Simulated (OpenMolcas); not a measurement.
Single-point calculation of C₂H₄Si (part 2 of 2)

Continued. System: C₂H₄Si, SMILES C#C[SiH3]. Method: CCSD(T)/6-311+G**, RHF (OpenMolcas 26.06). The geometry comes from this level: PBE0-D4/def2-TZVP.

Geometry of the input (Å):
```
C  -0.5807  -1.8714  0.1722
C  -0.2185  -0.7265  0.0624
Si 0.3298  1.0043  -0.1038
H  -0.9010  -2.8835  0.2693
H  -0.0945  1.5283  -1.4250
H  -0.2817  1.8181  0.9749
H  1.8079  1.0629  0.0044
```

What the program printed, continued
```
      Basis set list:
        1 C1     1s                 21 C1     3d1+               41 C2     3d1-               61 SI3    2py                81 H5     1s
        2 C1     1s                 22 C1     3d2+               42 C2     3d0                62 SI3    2py                82 H5     1s
        3 C1     1s                 23 C2     1s                 43 C2     3d1+               63 SI3    2py                83 H5     1s
        4 C1     1s                 24 C2     1s                 44 C2     3d2+               64 SI3    2pz                84 H5     2px
        5 C1     1s                 25 C2     1s                 45 SI3    1s                 65 SI3    2pz                85 H5     2py
        6 C1     2px                26 C2     1s                 46 SI3    1s                 66 SI3    2pz                86 H5     2pz
        7 C1     2px                27 C2     1s                 47 SI3    1s                 67 SI3    2pz                87 H6     1s
        8 C1     2px                28 C2     2px                48 SI3    1s                 68 SI3    2pz                88 H6     1s
        9 C1     2px                29 C2     2px                49 SI3    1s                 69 SI3    2pz                89 H6     1s
       10 C1     2py                30 C2     2px                50 SI3    1s                 70 SI3    3d2-               90 H6     2px
       11 C1     2py                31 C2     2px                51 SI3    1s                 71 SI3    3d1-               91 H6     2py
       12 C1     2py                32 C2     2py                52 SI3    2px                72 SI3    3d0                92 H6     2pz
       13 C1     2py                33 C2     2py                53 SI3    2px                73 SI3    3d1+               93 H7     1s
       14 C1     2pz                34 C2     2py                54 SI3    2px                74 SI3    3d2+               94 H7     1s
       15 C1     2pz                35 C2     2py                55 SI3    2px                75 H4     1s                 95 H7     1s
       16 C1     2pz                36 C2     2pz                56 SI3    2px                76 H4     1s                 96 H7     2px
       17 C1     2pz                37 C2     2pz                57 SI3    2px                77 H4     1s                 97 H7     2py
       18 C1     3d2-               38 C2     2pz                58 SI3    2py                78 H4     2px                98 H7     2pz
       19 C1     3d1-               39 C2     2pz                59 SI3    2py                79 H4     2py
       20 C1     3d0                40 C2     3d2-               60 SI3    2py                80 H4     2pz

  Index Energy  Occupation Coefficients ...

    1  -68.7951    2.0000         45 SI3    1s     ( 0.418),    46 SI3    1s     ( 0.647),

    2  -11.2473    2.0000          1 C1     1s     ( 0.561),     2 C1     1s     ( 0.465),

    3  -11.2248    2.0000         23 C2     1s     ( 0.561),    24 C2     1s     ( 0.465),

    4   -6.1411    2.0000         46 SI3    1s     (-0.308),    47 SI3    1s     ( 0.551),    48 SI3    1s     ( 0.565),

    5   -4.2487    2.0000         58 SI3    2py    ( 0.380),    59 SI3    2py    ( 0.663),

    6   -4.2480    2.0000         52 SI3    2px    (-0.286),    53 SI3    2px    (-0.499),    64 SI3    2pz    ( 0.255),    65 SI3    2pz    ( 0.445),

    7   -4.2480    2.0000         53 SI3    2px    ( 0.440),    64 SI3    2pz    ( 0.307),    65 SI3    2pz    ( 0.534),

    8   -1.0320    2.0000          3 C1     1s     ( 0.376),     4 C1     1s     ( 0.210),    25 C2     1s     ( 0.350),    26 C2     1s     ( 0.222),

    9   -0.7839    2.0000          3 C1     1s     (-0.218),     4 C1     1s     (-0.215),    25 C2     1s     ( 0.192),    26 C2     1s     ( 0.234),
                                  48 SI3    1s     (-0.211),    49 SI3    1s     ( 0.372),

   10   -0.7160    2.0000          4 C1     1s     ( 0.158),    10 C1     2py    (-0.166),    11 C1     2py    (-0.214),    48 SI3    1s     (-0.150),
                                  49 SI3    1s     ( 0.260),    50 SI3    1s     ( 0.142),    75 H4     1s     ( 0.151),    76 H4     1s     ( 0.244),

   11   -0.5600    2.0000         25 C2     1s     (-0.167),    26 C2     1s     (-0.284),    27 C2     1s     (-0.183),    32 C2     2py    (-0.153),
                                  33 C2     2py    (-0.239),    34 C2     2py    (-0.161),    50 SI3    1s     ( 0.183),    61 SI3    2py    ( 0.209),

   12   -0.5008    2.0000         54 SI3    2px    ( 0.124),    55 SI3    2px    ( 0.237),    87 H6     1s     (-0.128),    88 H6     1s     (-0.240),
                                  89 H6     1s     (-0.170),    93 H7     1s     ( 0.126),    94 H7     1s     ( 0.238),    95 H7     1s     ( 0.168),

   13   -0.5008    2.0000         67 SI3    2pz    ( 0.251),    81 H5     1s     (-0.147),    82 H5     1s     (-0.276),    83 H5     1s     (-0.195),
                                  94 H7     1s     ( 0.140),

   14   -0.4051    2.0000          6 C1     2px    (-0.132),     7 C1     2px    (-0.217),     8 C1     2px    (-0.167),    15 C1     2pz    ( 0.149),
                                  16 C1     2pz    ( 0.115),    28 C2     2px    (-0.128),    29 C2     2px    (-0.212),    30 C2     2px    (-0.194),
                                  37 C2     2pz    ( 0.145),    38 C2     2pz    ( 0.133),    88 H6     1s     (-0.110),

   15   -0.4051    2.0000          7 C1     2px    ( 0.149),    14 C1     2pz    ( 0.140),    15 C1     2pz    ( 0.231),    16 C1     2pz    ( 0.178),
                                  29 C2     2px    ( 0.145),    30 C2     2px    ( 0.133),    36 C2     2pz    ( 0.137),    37 C2     2pz    ( 0.225),
                                  38 C2     2pz    ( 0.207),    82 H5     1s     ( 0.116),

   16    0.0513    0.0000          5 C1     1s     (-29.61),    27 C2     1s     ( 22.65),

   17    0.0680    0.0000          5 C1     1s     ( 6.746),    27 C2     1s     (-7.332),

   18    0.0804    0.0000         39 C2     2pz    (-0.942),    57 SI3    2px    (-0.905),    69 SI3    2pz    ( 1.739),

   19    0.0804    0.0000         31 C2     2px    (-0.916),    57 SI3    2px    ( 1.692),    69 SI3    2pz    ( 0.995),

   20    0.0818    0.0000          5 C1     1s     (-20.59),    27 C2     1s     ( 25.05),

   21    0.1099    0.0000          9 C1     2px    (-1.513),    31 C2     2px    ( 1.198),

   22    0.1100    0.0000         17 C1     2pz    (-1.559),    39 C2     2pz    ( 1.235),

   23    0.1512    0.0000         16 C1     2pz    (-0.527),    17 C1     2pz    ( 0.829),    68 SI3    2pz    ( 1.016),    69 SI3    2pz    (-0.946),
                                  83 H5     1s     ( 0.698),

   24    0.1512    0.0000          8 C1     2px    (-0.501),     9 C1     2px    ( 0.785),    56 SI3    2px    ( 0.964),    57 SI3    2px    (-0.899),
                                  89 H6     1s     ( 0.548),    95 H7     1s     (-0.660),

   25    0.1705    0.0000          5 C1     1s     (-29.44),    27 C2     1s     ( 24.74),

   26    0.1813    0.0000         17 C1     2pz    ( 2.132),    39 C2     2pz    (-3.881),    68 SI3    2pz    ( 2.868),

   27    0.1813    0.0000          9 C1     2px    ( 2.052),    31 C2     2px    (-3.734),    56 SI3    2px    ( 2.760),

   28    0.2032    0.0000          5 C1     1s     (-46.93),    27 C2     1s     ( 35.34),

   29    0.2292    0.0000          5 C1     1s     ( 23.32),    27 C2     1s     (-12.33),    35 C2     2py    ( 12.54),

   30    0.2567    0.0000          5 C1     1s     (-88.67),    27 C2     1s     ( 88.18),

   31    0.2570    0.0000          9 C1     2px    (-1.657),    31 C2     2px    ( 2.087),    56 SI3    2px    ( 1.240),

   32    0.2570    0.0000         17 C1     2pz    (-1.688),    39 C2     2pz    ( 2.179),    68 SI3    2pz    ( 1.278),

   33    0.2932    0.0000          5 C1     1s     (-27.02),    27 C2     1s     ( 26.19),

   34    0.3202    0.0000          5 C1     1s     (-83.51),    27 C2     1s     ( 71.27),

   35    0.3740    0.0000         55 SI3    2px    ( 1.282),    56 SI3    2px    (-2.201),    57 SI3    2px    ( 1.432),

   36    0.3740    0.0000         67 SI3    2pz    ( 1.345),    68 SI3    2pz    (-2.310),    69 SI3    2pz    ( 1.502),

   37    0.4699    0.0000          5 C1     1s     (-36.35),    27 C2     1s     ( 34.03),

   38    0.5236    0.0000          4 C1     1s     ( 7.994),    12 C1     2py    ( 4.668),    26 C2     1s     (-6.710),    34 C2     2py    ( 5.254),
                                  50 SI3    1s     (-4.639),

   39    0.5369    0.0000         67 SI3    2pz    (-1.222),    68 SI3    2pz    ( 2.398),    82 H5     1s     (-1.225),    83 H5     1s     ( 2.385),
                                  89 H6     1s     (-1.731),

   40    0.5369    0.0000         56 SI3    2px    ( 2.285),    89 H6     1s     ( 1.753),    94 H7     1s     ( 1.221),    95 H7     1s     (-2.378),

--

++    Molecular charges:
      ------------------

      Mulliken charges per centre and basis function type
      ---------------------------------------------------

                C1      C2      SI3     H4      H5      H6      H7
      1s       3.2915  3.2379  5.2125  0.7965  1.1635  1.1635  1.1635
      2px      0.9418  1.0117  2.6391  0.0074  0.0013  0.0023  0.0118
      2pz      0.9431  1.0124  2.6529  0.0062  0.0095  0.0065  0.0004
      2py      0.9306  1.0052  2.5032  0.0190  0.0017  0.0037  0.0003
      3d2+     0.0134  0.0100  0.0560  0.0000  0.0000  0.0000  0.0000
      3d1+     0.0014  0.0009  0.0185  0.0000  0.0000  0.0000  0.0000
      3d0      0.0045  0.0033  0.0421  0.0000  0.0000  0.0000  0.0000
      3d1-     0.0129  0.0102  0.0389  0.0000  0.0000  0.0000  0.0000
      3d2-     0.0138  0.0103  0.0251  0.0000  0.0000  0.0000  0.0000
      Total    6.1530  6.3017 13.1883  0.8290  1.1760  1.1760  1.1760

      N-E     -0.1530 -0.3017  0.8117  0.1710 -0.1760 -0.1760 -0.1760

      Total electronic charge=   30.000000

      Total            charge=   -0.000000
--

++    Molecular properties:
      ---------------------

      Charge (e):
                      =   -0.0000
      Dipole Moment (debye):
      Origin of the operator (angstrom)=    0.0031   -0.0275   -0.0048
                   X= -1.2663E-01               Y= -4.0187E-01               Z=  3.8725E-02           Total=  4.2313E-01
      Quadrupole Moment (debye*angstrom):
      Origin of the operator (angstrom)=    0.0031   -0.0275   -0.0048
                  XX= -2.7923E+01              XY=  2.2353E+00              XZ= -2.1442E-01              YY= -2.1568E+01
                  YZ= -6.7716E-01              ZZ= -2.8566E+01
      In traceless form (debye*angstrom)
                  XX= -2.8563E+00              XY=  3.3530E+00              XZ= -3.2163E-01              YY=  6.6766E+00
                  YZ= -1.0157E+00              ZZ= -3.8203E+00
--

--- Stop Module: scf /rc=_RC_ALL_IS_WELL_ ---
--- Module scf spent 3 seconds ---

--- Start Module: chcc ---

                                               &CHCC

                       available to each process: 1.9 GB of memory, 1 thread

  Serial run
 Number of Cholesky vectors      1061 on node (host)
 Max Size              :     232497285 in r*8 Words,   1773.8 Mb,  1.7 Gb

 None of OnTheFly/PreCalculate
 algorithm was selected. Using
 default: PreCalculate (1)

     Cholesky Based Closed-Shell CCSD code

 ---------------------------------------------------
 Frozen Orbitals                   :         7
 Occupied Orbitals                 :         8
 Virtual Orbitals                  :        83
 Total number of Cholesky Vectors  :      1061
 ---------------------------------------------------
 Large Virtual Segmentation        :  auto
 Small Vectors Segmentation        :  auto
 Cholesky Vectors Segmentation     :       200
 ---------------------------------------------------
 Generate Scratch Files?                :  Yes
 Precalculate (1) / On-the-Fly (0) Alg. :    1
 3 and 4-ext. MO integrals distribute?  :    1
 Parallel Join of varios MO integrals   :    2
 ---------------------------------------------------
 Convergence Threshold             :  1.00E-08
 Maximum number of Iterations      :        80
 ---------------------------------------------------
 Lun Number for Aux. Matrixes      :        13
 BLAS/FTN Matrix Handling          :         1
 Start from RstFil ?               :        No
 Print level                       :         1
 ---------------------------------------------------

 ===============================
 Autogenerating segmentation
 Nprocs:        1

 Final segmentation (Large/Small/Cholesky):    2   1     200
 ===============================

 Real Allocated Memory :      13986886 in r*8 Words,    106.7 Mb,106.7 Gb

 E2 MP2    : -0.370251914139
 E2 ss     : -0.080520082027
 E2 os     : -0.289731832111

  V4 ints compressing factor:    5.6924221297440782
  Generation of integrals (Reord_chcc) done

 ------------------------
 Starting CCSD iterations
 ------------------------

                   CCSD Energy      Difference

 Iteration :   1 -0.384669240864
 Iteration :   2 -0.398603027291  0.013933786427
 Iteration :   3 -0.400245660806  0.001642633515
 Iteration :   4 -0.401644649374  0.001398988568
 Iteration :   5 -0.402044636033  0.000399986659
 Iteration :   6 -0.402291145666  0.000246509633
 Iteration :   7 -0.402400279953  0.000109134287
 Iteration :   8 -0.402461941327  0.000061661374
 Iteration :   9 -0.402494166625  0.000032225299
 Iteration :  10 -0.402512288779  0.000018122153
 Iteration :  11 -0.402522332347  0.000010043568
 Iteration :  12 -0.402528033092  0.000005700745
 Iteration :  13 -0.402531265133  0.000003232041
 Iteration :  14 -0.402533114296  0.000001849164
 Iteration :  15 -0.402534173424  0.000001059128
 Iteration :  16 -0.402534782549  0.000000609125
 Iteration :  17 -0.402535133265  0.000000350716
 Iteration :  18 -0.402535335629  0.000000202364
 Iteration :  19 -0.402535452493  0.000000116865
 Iteration :  20 -0.402535520066  0.000000067572
 Iteration :  21 -0.402535559161  0.000000039095
 Iteration :  22 -0.402535581797  0.000000022637
 Iteration :  23 -0.402535594910  0.000000013113
 Iteration :  24 -0.402535602510  0.000000007600

  Final CCSD energy decomposition
 E1 CCSD energy :  0.000000000000
 E2 CCSD energy : -0.402535602510
 E2 CCSD ss     : -0.070964954673
 E2 CCSD os     : -0.331570647837

--- Stop Module: chcc /rc=_RC_ALL_IS_WELL_ ---
--- Module chcc spent 1 minute 31 seconds ---

--- Start Module: cht3 ---

                                               &CHT3

                       available to each process: 1.9 GB of memory, 1 thread

     Cholesky Based Closed-Shell (T) code

 --------------------------------------------------
 Frozen Orbitals                   :         7
 Occupied Orbitals                 :         8
 Virtual Orbitals                  :        83
 Total number of Cholesky Vectors  :      1061
 --------------------------------------------------
 Large Virtual Segmentation        :         2
 --------------------------------------------------
 Generate Triples Scratch Files?        :   Yes
 Stop after Scratch Files generation?   :   No
 --------------------------------------------------
 Calculating full loop A
 Calculating full loop B
 --------------------------------------------------
 Lun Number for Aux. Matrixes      :        13
 Print level                       :         1
 --------------------------------------------------

 Memory available for (T) calc =     232496739 in r*8 Words   1773.8 Mb  1.7 Gb
 Serial run

  Starting triply with blocked virtuals algorithm

  Virtual orbitals will be treated in blocks of:   83

Number of steps in loopa :      1
Number of steps in loopb :      1

 Creating KMAT, LMAT Scratch Integral Files-----------------------------

 FN,LU=KMATBA                   98
 Create of Integrals done-------------------------------------------------

 # of tasks to be parallelized in t3loop a =                     1
Tsk, nga, ngb, ngc, inc =     1   1   1   1 -.0007173538768270472 0.0000335161267993630      0.4 CPU [s]      0.4 Wall [s]
 t3loopa finished

 Spin case AAA done:  3.8000E-01 CPU [s]  3.9000E-01 Wall [s]

 # of tasks to be parallelized in t3loopb =                     1
Tsk, nga, ngb, ngc, inc =     1   1   1   1 -.0169265230440086636 0.0006819133884661578      3.9 CPU [s]      4.0 Wall [s]
 t3loopb finished

 Spin case AAB done:  3.9200E+00 CPU [s]  3.9700E+00 Wall [s]

 T2-W-T3 contribution from current amplitudes  -1.7643876921E-02

 5th order noniterative E[5] ST correction   6.8191338847E-04

 *************************************************

 Final Results :

   (T)     corr. = -0.016961963532
   CCSD(T) corr. = -0.419497566043

 *************************************************

 sorting cpu & wall        0.035        0.038 (min);   cpu/wall= 0.925
 aaa     cpu & wall        0.006        0.006 (min);   cpu/wall= 0.974
 aab     cpu & wall        0.065        0.066 (min);   cpu/wall= 0.987
 total   cpu & wall        0.107        0.111 (min);   cpu/wall= 0.965
--- Stop Module: cht3 /rc=_RC_ALL_IS_WELL_ ---
--- Module cht3 spent 6 seconds ---

.##################.
.# Happy landing! #.
.##################.

    Timing: Wall=104.57 User=102.02 System=2.52
```

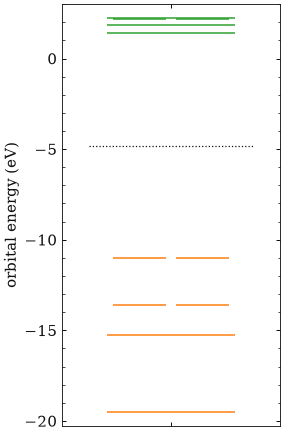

Fig. 1: Orbital energies near the frontier (SCF reference); the dotted line parts filled from empty levels, and levels within 0.02 eV of each other stand side by side. Highest filled −11.02 eV, lowest empty 1.40 eV, 12.42 eV apart.

Results in brief

| quantity | value |
| --- | --- |
| outcome | converged |
| total energy | −367.380262 hartree |
| SCF energy | −366.960764 hartree |
| MP2 energy | −367.331016 hartree |
| CCSD energy | −367.363300 hartree |
| correlation energy | −0.419498 hartree |
| (T) correction | −0.016962 hartree |
| basis functions | 98 |
| HOMO of the SCF reference | −11.02 eV |
| LUMO of the SCF reference | 1.40 eV |
| wall time | 1.8 min |
| peak memory | 0.14 GiB |
